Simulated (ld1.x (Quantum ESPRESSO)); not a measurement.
# A TM potential for tin, from input to tests

Aim: build the potential from the settings below, then test how well it stands in for the atom: other configurations, scattering, ghost states and the plane-wave cutoff that it needs.

Method: ld1.x (Quantum ESPRESSO) 7.5, PBE, scalar-relativistic.

4 further runs of the same task are left out: 4 that didn't finish.

## Step 1: Settings

Typed settings, in words:

```
element                 : tin (Sn, Z = 50)
type                    : norm-conserving Troullier–Martins (Kleinman–Bylander form)
frozen core             : [Kr]
valence charge          : 14
reference configuration : 4d10 5s1.75 5p2.25
partial waves           : 5s (bound): rc 2.30 bohr; 5p (bound): rc 2.98 bohr; 4d (bound): rc 1.90 bohr
local potential         : the d channel
core correction         : a·sin(br)/r model core inside 1.05 bohr
```

The nodes and maxima of the atom's own shells, from an earlier all-electron run, set the scale for the radii.

All-electron outer shells of the reference configuration (PBE, scalar-relativistic, ld1.x):

```
shell  level (eV)  outermost node (bohr)  outermost maximum (bohr)
   4s     -134.33                   0.40                      0.74
   4p      -90.10                   0.41                      0.79
   4d      -26.22                   0.39                      0.88
   5s      -10.77                   0.98                      2.01
   5p       -3.86                   1.09                      2.55
```

## Step 2: The generation run

The input, Sn.in:

```
 &input
   title='Sn', zed=50., rel=1, dft='PBE', iswitch=3,
   config='[Kr] 4d10 5s1.75 5p2.25',
   nld=3, rlderiv=3.25, eminld=-4.0, emaxld=5.0, deld=0.02
 /
 &inputp
   pseudotype=2, tm=.true., lloc=2,
   nlcc=.true., rcore=1.05,
   file_pseudopw='Sn.UPF', file_wfcaegen='ae.wfc', file_wfcncgen='nc.wfc', file_beta='beta', file_chi='chi'
 /
3
5S  1  0   1.75   0.00  2.30  2.30  0.0
5P  2  1   2.25   0.00  2.98  2.98  0.0
4D  3  2  10.00   0.00  1.90  1.90  0.0
 &test
   configts(1)='4d10 5s1.75 5p2.25'
 /
```

Started as:

```bash
$ ld1.x < Sn.in > Sn.out
```

The output, Sn.out (without the banner and most projector matrices):

```text
     Program LD1 v.7.5
     --------------------------- All-electron run ----------------------------

     Sn
     scalar relativistic calculation

     atomic number is 50.00
     dft =PBE   lsd =0 sic =0 latt =0  beta=0.20 tr2=1.0E-14
     Exchange-correlation= PBE
                           (   1   4   3   4   0   0   0)
     mesh =1243 r(mesh) = 100.78374 a.u. xmin = -7.00 dx = 0.01250
     1 Ry =  13.60569312 eV, c = 137.03599908

     n l     nl                  e(Ry)          e(Ha)          e(eV)
     1 0     1S 1( 2.00)     -2132.5388     -1066.2694    -29014.6688
     2 0     2S 1( 2.00)      -321.9608      -160.9804     -4380.5002
     2 1     2P 1( 6.00)      -289.0219      -144.5109     -3932.3432
     3 0     3S 1( 2.00)       -62.1538       -31.0769      -845.6458
     3 1     3P 1( 6.00)       -51.3907       -25.6954      -699.2066
     4 0     4S 1( 2.00)        -9.8729        -4.9365      -134.3277
     4 1     4P 1( 6.00)        -6.6220        -3.3110       -90.0965
     3 2     3D 1(10.00)       -34.8251       -17.4126      -473.8199
     4 2     4D 1(10.00)        -1.9271        -0.9636       -26.2197
     5 0     5S 1( 1.75)        -0.7919        -0.3959       -10.7743
     5 1     5P 1( 2.25)        -0.2834        -0.1417        -3.8559

     final scf error:  6.6E-16 reached in  28 iterations

     Etot =  -12354.284344 Ry,   -6177.142172 Ha, -168088.601543 eV

     Ekin =   12899.007241 Ry,    6449.503621 Ha,  175499.934116 eV
     Encl =  -29873.743885 Ry,  -14936.871943 Ha, -406452.991737 eV
     Eh   =    4949.953239 Ry,    2474.976620 Ha,   67347.544746 eV
     Exc  =    -329.500940 Ry,    -164.750470 Ha,   -4483.088669 eV

     normalization and overlap integrals

     s(1S/1S) =  1.000000  <r> =   0.0291  <r2> =    0.0011  r(max) =   0.0188
     s(2S/2S) =  1.000000  <r> =   0.1255  <r2> =    0.0186  r(max) =   0.1054
     s(2P/2P) =  1.000000  <r> =   0.1096  <r2> =    0.0147  r(max) =   0.0853
     s(3S/3S) =  1.000000  <r> =   0.3393  <r2> =    0.1317  r(max) =   0.3090
     s(3P/3P) =  1.000000  <r> =   0.3377  <r2> =    0.1323  r(max) =   0.3013
     s(4S/4S) =  1.000000  <r> =   0.8186  <r2> =    0.7582  r(max) =   0.7412
     s(4P/4P) =  1.000000  <r> =   0.8858  <r2> =    0.8967  r(max) =   0.7890
     s(3D/3D) =  1.000000  <r> =   0.3146  <r2> =    0.1175  r(max) =   0.2498
     s(4D/4D) =  1.000000  <r> =   1.0981  <r2> =    1.4351  r(max) =   0.8829
     s(5S/5S) =  1.000000  <r> =   2.3877  <r2> =    6.5160  r(max) =   2.0147
     s(5P/5P) =  1.000000  <r> =   3.2197  <r2> =   12.1513  r(max) =   2.5548

     ------------------------ End of All-electron run ------------------------

     --------------------- Generating NC pseudopotential ---------------------

      Generating local pot.: lloc=2, matching radius rcloc =   1.9000

      Computing core charge for nlcc:

       r > 1.05 : true rho core
       r < 1.05 : rho core = a sin(br)/r    a=  13.46  b=   2.45

      Integrated core pseudo-charge :   8.06

      Wfc   5S  rcut= 2.312  Using Troullier-Martins method

      Wfc   5P  rcut= 2.968  Using Troullier-Martins method

     ------------------- End of pseudopotential generation -------------------

     [... the all-electron block is printed once more ...]


     Computing logarithmic derivative in   3.26006
     Computing logarithmic derivative in   3.26006
     Computing the partial wave expansion
     R is outside the sphere for l=    0 j= 0.00
     R is outside the sphere for l=    1 j= 0.00
       no projector for channel:   2

     ---------------------- Testing the pseudopotential ----------------------

     Sn
     scalar relativistic calculation

     atomic number is 50.00   valence charge is 14.00
     dft =PBE   lsd =0 sic =0 latt =0  beta=0.20 tr2=1.0E-14
     mesh =1243 r(mesh) = 100.78374 xmin = -7.00 dx = 0.01250

     n l     nl             e AE (Ry)        e PS (Ry)    De AE-PS (Ry)
     3 2     4D   1(10.00)       -1.92711       -1.92712        0.00000
     1 0     5S   1( 1.75)       -0.79190       -0.79190        0.00000
     2 1     5P   1( 2.25)       -0.28340       -0.28340        0.00000

     eps = 5.9E-15  iter = 27

     Etot =  -12354.284344 Ry,   -6177.142172 Ha, -168088.601543 eV
     Etotps =  -149.347303 Ry,     -74.673651 Ha,   -2031.973573 eV

     Ekin =      96.458866 Ry,      48.229433 Ha,    1312.389728 eV
     Encl =    -330.971254 Ry,    -165.485627 Ha,   -4503.093319 eV
     Ehrt =     117.729474 Ry,      58.864737 Ha,    1601.791090 eV
     Ecxc =     -35.001818 Ry,     -17.500909 Ha,    -476.223993 eV
     (Ecc =     -13.212270 Ry,      -6.606135 Ha,    -179.762097 eV)
     Epseu=       2.437430 Ry,       1.218715 Ha,      33.162922 eV

     ---------------------- End of pseudopotential test ----------------------
```

It took 1.3 s on 1 thread, shared host. (Generation and the later configuration tests together.)

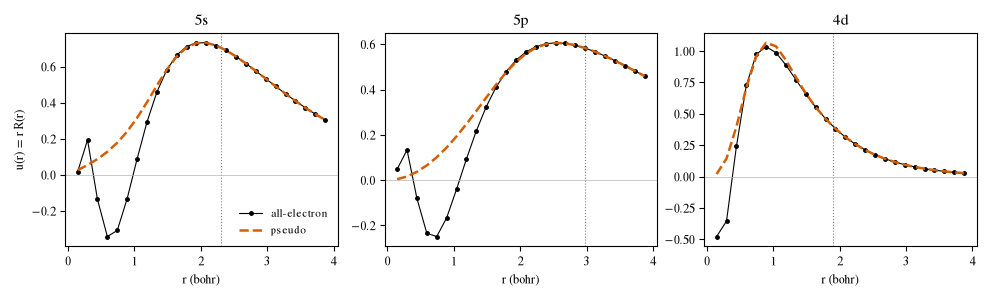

All-electron and pseudo partial waves (5s, 5p, 4d), with the matching radii dotted. The curves join 26 sampled radii, too few to resolve the innermost nodes.

## Step 3: Testing the new file in other configurations

The input, Sn.test.in:

```
 &input
   title='Sn', zed=50., rel=1, dft='PBE', iswitch=2,
   config='[Kr] 4d10 5s1.75 5p2.25'
 /
 &test
   file_pseudo='Sn.UPF', nconf=8,
   configts(1)='4d10 5s1.75 5p2.25',
   configts(2)='4d10 5s2 5p2',
   configts(3)='4d10 5s2 5p1',
   configts(4)='4d10 5s2 5p0',
   configts(5)='4d10 5s1 5p2',
   configts(6)='4d9 5s2 5p2',
   configts(7)='4d10 5s2 5p2.3',
   configts(8)='4d10 5s1 5p3'
 /
```

Started as:

```bash
$ ld1.x < Sn.test.in > Sn.test.out
```

Sn.test.out, the pseudopotential blocks, each with the warnings that came before it:

```text
     ---------------------- Testing the pseudopotential ----------------------

     Sn
     scalar relativistic calculation

     atomic number is 50.00   valence charge is 14.00
     dft =PBE   lsd =0 sic =0 latt =0  beta=0.20 tr2=1.0E-14
     mesh =1243 r(mesh) = 100.78374 xmin = -7.00 dx = 0.01250

     n l     nl             e AE (Ry)        e PS (Ry)    De AE-PS (Ry)
     3 2     4D   1(10.00)       -1.92711       -1.92712        0.00000
     1 0     5S   1( 1.75)       -0.79190       -0.79190        0.00000
     2 1     5P   1( 2.25)       -0.28340       -0.28340        0.00000

     eps = 5.3E-15  iter = 28

     Etot =  -12354.284344 Ry,   -6177.142172 Ha, -168088.601543 eV
     Etotps =  -149.347302 Ry,     -74.673651 Ha,   -2031.973565 eV

     Ekin =      96.458867 Ry,      48.229433 Ha,    1312.389741 eV
     Encl =    -330.971255 Ry,    -165.485627 Ha,   -4503.093323 eV
     Ehrt =     117.729474 Ry,      58.864737 Ha,    1601.791089 eV
     Ecxc =     -35.001818 Ry,     -17.500909 Ha,    -476.223993 eV
     (Ecc =     -13.212270 Ry,      -6.606135 Ha,    -179.762097 eV)
     Epseu=       2.437430 Ry,       1.218715 Ha,      33.162921 eV

     ---------------------- End of pseudopotential test ----------------------

     ---------------------- Testing the pseudopotential ----------------------

     Sn
     [...]
     n l     nl             e AE (Ry)        e PS (Ry)    De AE-PS (Ry)
     3 2     4D   1(10.00)       -1.89914       -1.89883       -0.00031
     1 0     5S   1( 2.00)       -0.77532       -0.77532        0.00000
     2 1     5P   1( 2.00)       -0.27151       -0.27150       -0.00001

     eps = 6.2E-15  iter = 24

     Etot =  -12354.410875 Ry,   -6177.205437 Ha, -168090.323077 eV
     Etotps =  -149.473843 Ry,     -74.736921 Ha,   -2033.695236 eV
     dEtot_ae =      -0.126530 Ry
     dEtot_ps =      -0.126541 Ry,   Delta E=       0.000010 Ry

     [...]
     ---------------------- End of pseudopotential test ----------------------

     ---------------------- Testing the pseudopotential ----------------------

     Sn
     [...]
     n l     nl             e AE (Ry)        e PS (Ry)    De AE-PS (Ry)
     3 2     4D   1(10.00)       -2.48469       -2.48278       -0.00191
     1 0     5S   1( 2.00)       -1.30909       -1.30936        0.00027
     2 1     5P   1( 1.00)       -0.75374       -0.75399        0.00025

     eps = 8.5E-15  iter = 20

     Etot =  -12353.905608 Ry,   -6176.952804 Ha, -168083.448573 eV
     Etotps =  -148.968375 Ry,     -74.484187 Ha,   -2026.817993 eV
     dEtot_ae =       0.378736 Ry
     dEtot_ps =       0.378928 Ry,   Delta E=      -0.000191 Ry

     [...]
     ---------------------- End of pseudopotential test ----------------------

     ---------------------- Testing the pseudopotential ----------------------

     Sn
     [...]
     n l     nl             e AE (Ry)        e PS (Ry)    De AE-PS (Ry)
     3 2     4D   1(10.00)       -3.17575       -3.17017       -0.00558  !
     1 0     5S   1( 2.00)       -1.91763       -1.91864        0.00100
     2 1     5P   1( 0.00)       -1.30765       -1.30868        0.00103

     eps = 6.8E-15  iter = 14

     Etot =  -12352.880119 Ry,   -6176.440059 Ha, -168069.496083 eV
     Etotps =  -147.942058 Ry,     -73.971029 Ha,   -2012.854242 eV
     dEtot_ae =       1.404225 Ry
     dEtot_ps =       1.405244 Ry,   Delta E=      -0.001019 Ry

     [...]
     ---------------------- End of pseudopotential test ----------------------

     ---------------------- Testing the pseudopotential ----------------------

     Sn
     [...]
     n l     nl             e AE (Ry)        e PS (Ry)    De AE-PS (Ry)
     3 2     4D   1(10.00)       -2.59312       -2.59350        0.00038
     1 0     5S   1( 1.00)       -1.37450       -1.37499        0.00050
     2 1     5P   1( 2.00)       -0.80556       -0.80587        0.00032

     eps = 1.5E-15  iter = 19

     Etot =  -12353.343403 Ry,   -6176.671702 Ha, -168075.799389 eV
     Etotps =  -148.406037 Ry,     -74.203019 Ha,   -2019.167001 eV
     dEtot_ae =       0.940941 Ry
     dEtot_ps =       0.941265 Ry,   Delta E=      -0.000324 Ry

     [...]
     ---------------------- End of pseudopotential test ----------------------

     BEWARE! Errors in PS-KS equations
     Warning: n=1, l=0 expected 0 nodes, found 2
     Warning: n=2, l=1 expected 0 nodes, found 1
     ---------------------- Testing the pseudopotential ----------------------

     Sn
     [...]
     n l     nl             e AE (Ry)        e PS (Ry)    De AE-PS (Ry)
     3 2     4D   1( 9.00)       -2.93573       -4.44104        1.50531  !
     1 0     5S   1( 2.00)       -1.48133       -2.79570        1.31437  !
     2 1     5P   1( 2.00)       -0.87023       -0.87023        0.00000

     eps = 8.0E-15  iter = 16

     Etot =  -12352.008099 Ry,   -6176.004049 Ha, -168057.631642 eV
     Etotps =  -145.884994 Ry,     -72.942497 Ha,   -1984.866457 eV
     dEtot_ae =       2.276246 Ry
     dEtot_ps =       3.462309 Ry,   Delta E=      -1.186063 Ry

     [...]
     ---------------------- End of pseudopotential test ----------------------

     ---------------------- Testing the pseudopotential ----------------------

     Sn
     [...]
     n l     nl             e AE (Ry)        e PS (Ry)    De AE-PS (Ry)
     3 2     4D   1(10.00)       -1.75141       -1.75125       -0.00015
     1 0     5S   1( 2.00)       -0.63645       -0.63643       -0.00002
     2 1     5P   1( 2.30)       -0.14657       -0.14655       -0.00002

     eps = 7.4E-15  iter = 26

     Etot =  -12354.473285 Ry,   -6177.236643 Ha, -168091.172217 eV
     Etotps =  -149.536267 Ry,     -74.768134 Ha,   -2034.544562 eV
     dEtot_ae =      -0.188941 Ry
     dEtot_ps =      -0.188965 Ry,   Delta E=       0.000024 Ry

     [...]
     ---------------------- End of pseudopotential test ----------------------

     ---------------------- Testing the pseudopotential ----------------------

     Sn
     [...]
     n l     nl             e AE (Ry)        e PS (Ry)    De AE-PS (Ry)
     3 2     4D   1(10.00)       -2.00782       -2.00925        0.00142
     1 0     5S   1( 1.00)       -0.83895       -0.83905        0.00011
     2 1     5P   1( 3.00)       -0.31727       -0.31731        0.00004

     eps = 1.7E-15  iter = 34

     Etot =  -12353.897991 Ry,   -6176.948995 Ha, -168083.344936 eV
     Etotps =  -148.960897 Ry,     -74.480448 Ha,   -2026.716249 eV
     dEtot_ae =       0.386354 Ry
     dEtot_ps =       0.386406 Ry,   Delta E=      -0.000052 Ry

     [...]
     ---------------------- End of pseudopotential test ----------------------
```

1 test gave no usable energy difference (4d9 5s2 5p2).

Energies count from the reference configuration 4d10 5s1.75 5p2.25; the error is all-electron less pseudo.

```csv
valence configuration,charge,ΔE all-electron (eV),error AE − PS (meV)
4d10 5s2 5p2,0,-1.722,+0.1
4d10 5s2 5p1,+1,5.153,-2.6
4d10 5s2 5p0,+2,19.105,-14
4d10 5s1 5p2,+1,12.802,-4.4
4d10 5s2 5p2.3,-0.3,-2.571,+0.3
4d10 5s1 5p3,0,5.257,-0.7
```

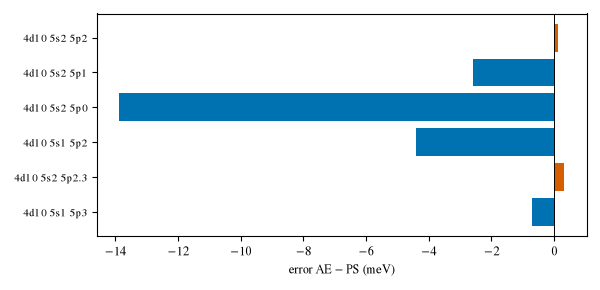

Error of the potential in each test configuration.

## Step 4: Does it scatter like the atom?

Taken from the files of the generation run. The phase is arctan(r·u′/u) with u = r·R, unwrapped, with energies in Ry. A pole is an energy at which the radial function vanishes at the test radius. The pseudo phase is shifted by a multiple of π to meet the all-electron one at the reference energy. Levels narrower than the energy grid can be missing from the poles. Where the grid stepped over a known ghost or core level, its pole and its step of π were put in at the level's energy. The last column is the largest difference on the grid between −1 and +1 Ry.

| channel | radius (bohr) | reference (Ry) | poles AE | poles PS | window around the reference with phases within 0.05 rad (Ry) | largest difference near zero (rad) |
| --- | --- | --- | --- | --- | --- | --- |
| s | 3.26 | -0.79 | -0.34, 4.52 | -0.34, 3.93 | below 1.2 | 0.012 |
| p | 3.26 | -0.28 | 0.58 | -2.16, 0.58 | -2.1 to 2.3 | 0.001 |
| d | 3.26 | -1.93 | -1.91, 2.19 | -1.91, 2.31 | below 0.4 | 0.097 |

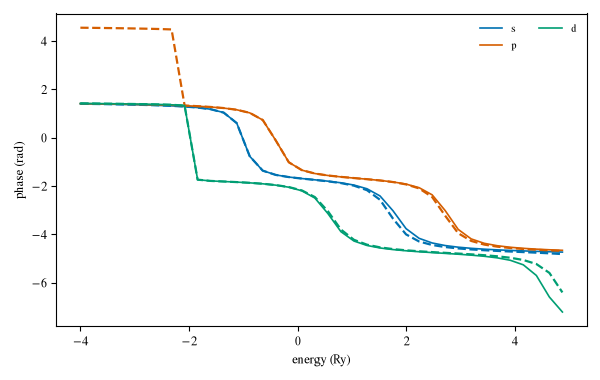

All-electron (solid) and pseudo (dashed) phases against energy.

## Step 5: Cutoff and ghost test in a Bessel basis

This step uses the generator's waves and projectors in a separate script. Basis: spherical Bessel functions vanishing at 20 bohr, q² up to the cutoff; potential fixed at the reference.

All-electron valence levels (Ry): 5s -0.7919, 5p -0.2834, 4d -1.9271. The lowest levels of each channel (Ry) by cutoff; the last column sums, over occupied levels, occupation times the distance from the level at 400 Ry. A positive value at high cutoff is not a bound level.

```csv
cutoff (Ry),s #1,s #2,p #1,p #2,d #1,f #1,Σ f·Δε (mRy)
8,-0.7809,-0.5521,-0.2821,0.0216,-0.0200,0.1047,19093.8
12,-3.2644,-0.7813,-0.2833,0.0216,-0.1955,0.1047,17334.8
21,-7.4079,-0.7902,-0.2834,0.0086,-0.9256,0.1047,10017.9
30,-8.6789,-0.7917,-1.3450,-0.2834,-1.4690,0.1047,4581.2
40,-9.0937,-0.7918,-1.9068,-0.2834,-1.8187,0.1047,1084.1
55,-9.1409,-0.7919,-2.1435,-0.2834,-1.9192,0.1047,78.9
70,-9.1414,-0.7919,-2.1610,-0.2834,-1.9267,0.1047,3.7
90,-9.1430,-0.7919,-2.1614,-0.2834,-1.9269,0.1047,2.2
120,-9.1436,-0.7919,-2.1622,-0.2834,-1.9271,0.1047,0.5
160,-9.1436,-0.7919,-2.1622,-0.2834,-1.9271,0.1047,0.0
400,-9.1436,-0.7919,-2.1622,-0.2834,-1.9271,0.1047,0.0
```

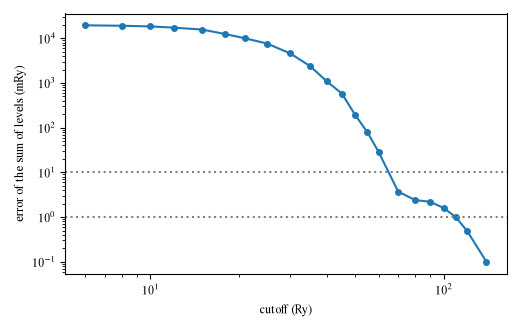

Occupation-weighted error of the valence levels against the cutoff; the dotted lines mark 10 and 1 mRy.

The sum stays within 10 mRy from 70 Ry and within 1 mRy from 120 Ry. The sum leaves out empty levels, which can need more. Ghost test: ghost states, bound below the all-electron valence or empty levels of the same l: s at -124.4 eV, p at -29.4 eV.

## Step 6: Summary of results

| quantity | value |
| --- | --- |
| cutoffs for 10 and 1 mRy, occupied levels | 70 Ry and 120 Ry |
| bound ghosts | s at -124.41 eV, p at -29.42 eV |
| largest test error (AE − PS) | -14 meV, for 4d10 5s2 5p0 (1 test unsolved) |
| largest phase difference near zero energy, channels read | 0.097 rad |

In words: It has a bound ghost (s, p), a state that the atom doesn't have, and that rules the file out. By total energies transferability is good where solved: the largest error is 14 meV on 19.1 eV, for 4d10 5s2 5p0. Atomic tests can pass in spite of a ghost, since they solve only for the levels asked. Of the tests 1 gave no usable energy difference, which is a warning in itself. The potential is of middling hardness: the looser tolerance needs 70 Ry. The slowest occupied level is 4d: taken alone it needs 70 Ry to come within 1 mRy, against 25 Ry for 5s. Of the channels read, d scatters worst near zero energy, by up to 0.10 rad. The pseudo curves have a pole with no partner nearby in the atom's: p at -2.16 Ry. All of this concerns the isolated atom, not yet a solid.
